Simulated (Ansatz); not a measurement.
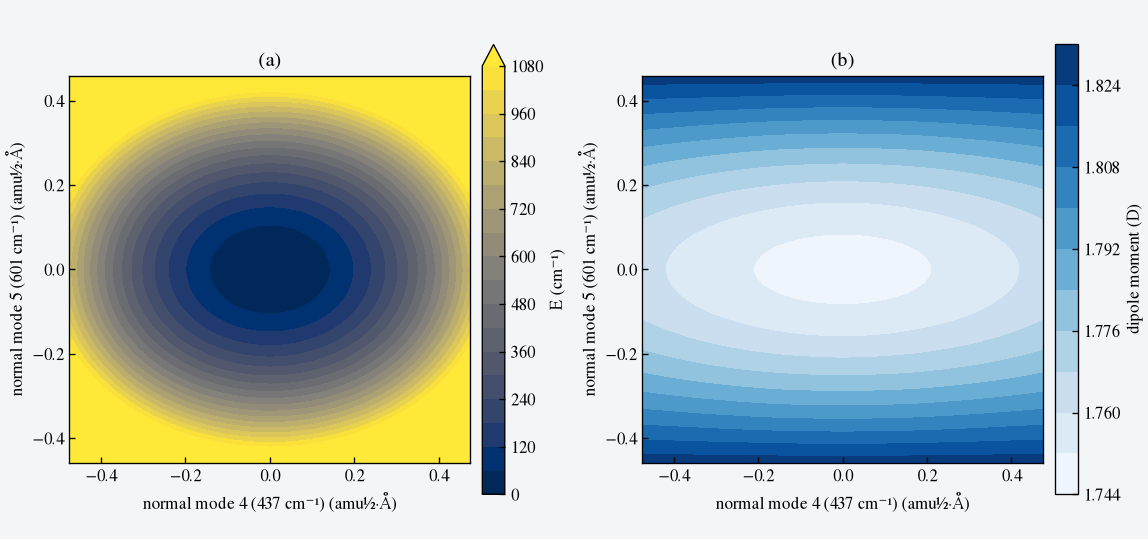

Cl₂GaH, SMILES [Cl][GaH][Cl]. The first coordinate is: normal mode 4 (437 cm⁻¹); the second: normal mode 5 (601 cm⁻¹). Nothing is relaxed (straight displacements along the two mass-weighted modes). The grid has 13 × 13 points; 49 points were computed and 120 follow by symmetry. All energies are given in cm⁻¹ relative to the lowest grid point. Computed with Ansatz, RKS B3LYP-D4/def2-TZVP.

Panel (a) is the energy; panel (b) is the computed dipole moment, in D.

The picture shows filled contours, one colour for all values above the top of the scale. Between grid points the surface is interpolated.

Q: How does the dipole moment vary over the map, and what is it at the lowest grid point?

A: Leaving out the highest fifth of the energies, it runs from 1.75 D at normal mode 4 (437 cm⁻¹) = 0.000 amu½·Å, normal mode 5 (601 cm⁻¹) = 0.000 amu½·Å to 1.83 D at normal mode 4 (437 cm⁻¹) = −0.079 amu½·Å, normal mode 5 (601 cm⁻¹) = −0.459 amu½·Å. At the lowest grid point, normal mode 4 (437 cm⁻¹) = 0.000 amu½·Å, normal mode 5 (601 cm⁻¹) = 0.000 amu½·Å, it is 1.75 D.

| normal mode 5 (601 cm⁻¹) ↓, normal mode 4 (437 cm⁻¹) → | −0.475 | −0.396 | −0.317 | −0.237 | −0.158 | −0.079 | 0.000 | 0.079 | 0.158 | 0.237 | 0.317 | 0.396 | 0.475 |
| --- | --- | --- | --- | --- | --- | --- | --- | --- | --- | --- | --- | --- | --- |
| 0.459 | 1.83 | 1.83 | 1.83 | 1.83 | 1.83 | 1.83 | 1.83 | 1.83 | 1.83 | 1.83 | 1.83 | 1.83 | 1.83 |
| 0.382 | 1.81 | 1.81 | 1.81 | 1.81 | 1.81 | 1.81 | 1.81 | 1.81 | 1.81 | 1.81 | 1.81 | 1.81 | 1.81 |
| 0.306 | 1.79 | 1.79 | 1.79 | 1.79 | 1.79 | 1.79 | 1.79 | 1.79 | 1.79 | 1.79 | 1.79 | 1.79 | 1.79 |
| 0.229 | 1.78 | 1.78 | 1.78 | 1.77 | 1.77 | 1.77 | 1.77 | 1.77 | 1.77 | 1.77 | 1.78 | 1.78 | 1.78 |
| 0.153 | 1.77 | 1.77 | 1.77 | 1.76 | 1.76 | 1.76 | 1.76 | 1.76 | 1.76 | 1.76 | 1.77 | 1.77 | 1.77 |
| 0.076 | 1.76 | 1.76 | 1.76 | 1.76 | 1.75 | 1.75 | 1.75 | 1.75 | 1.75 | 1.76 | 1.76 | 1.76 | 1.76 |
| 0.000 | 1.76 | 1.76 | 1.76 | 1.75 | 1.75 | 1.75 | 1.75 | 1.75 | 1.75 | 1.75 | 1.76 | 1.76 | 1.76 |
| −0.076 | 1.76 | 1.76 | 1.76 | 1.76 | 1.75 | 1.75 | 1.75 | 1.75 | 1.75 | 1.76 | 1.76 | 1.76 | 1.76 |
| −0.153 | 1.77 | 1.77 | 1.77 | 1.76 | 1.76 | 1.76 | 1.76 | 1.76 | 1.76 | 1.76 | 1.77 | 1.77 | 1.77 |
| −0.229 | 1.78 | 1.78 | 1.78 | 1.77 | 1.77 | 1.77 | 1.77 | 1.77 | 1.77 | 1.77 | 1.78 | 1.78 | 1.78 |
| −0.306 | 1.79 | 1.79 | 1.79 | 1.79 | 1.79 | 1.79 | 1.79 | 1.79 | 1.79 | 1.79 | 1.79 | 1.79 | 1.79 |
| −0.382 | 1.81 | 1.81 | 1.81 | 1.81 | 1.81 | 1.81 | 1.81 | 1.81 | 1.81 | 1.81 | 1.81 | 1.81 | 1.81 |
| −0.459 | 1.83 | 1.83 | 1.83 | 1.83 | 1.83 | 1.83 | 1.83 | 1.83 | 1.83 | 1.83 | 1.83 | 1.83 | 1.83 |
